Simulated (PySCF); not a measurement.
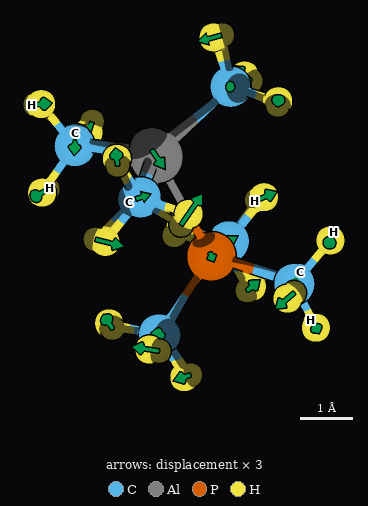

This is a relaxation of C$_{6}$H$_{18}$AlP. The starting structure is drawn faded, the final one solid; green arrows show the displacements, 3 times their true length. The two geometries are superimposed by the best rigid fit.

A ball-and-stick model, seen from a free direction.

The start comes from GFN2-xTB.

These are results of PySCF 2.14.0, density-fitted response routines, PBE0-D3(BJ)/def2-SVP geometry optimisation, gas phase, not measurements. 

**Which element moves most?**

Hydrogen: up to 0.28 Å, against 0.18 Å for aluminium.

**Describe the change and its energy.**

An H atom moves most after the best rigid fit: 0.28 Å. Largest moves by element: H 0.28 Å, Al 0.18 Å, C 0.14 Å, P 0.09 Å. Among the contacts that change: Al–P 2.576 → 2.488 Å, Al–C 2.002 → 1.988 Å, C–H 1.089 → 1.101 Å, C–P 1.836 → 1.827 Å. Among the angles between lasting bonds that change: C–Al–P 95.3° → 100.5°, C–Al–P 95.2° → 100.2°, C–P–C 100.7° → 104.1°. After 12 geometry steps the energy has fallen by 0.127 eV. Cost: 3 min on 1 thread of AMD EPYC 9R45 96-Core Processor, on a shared host.
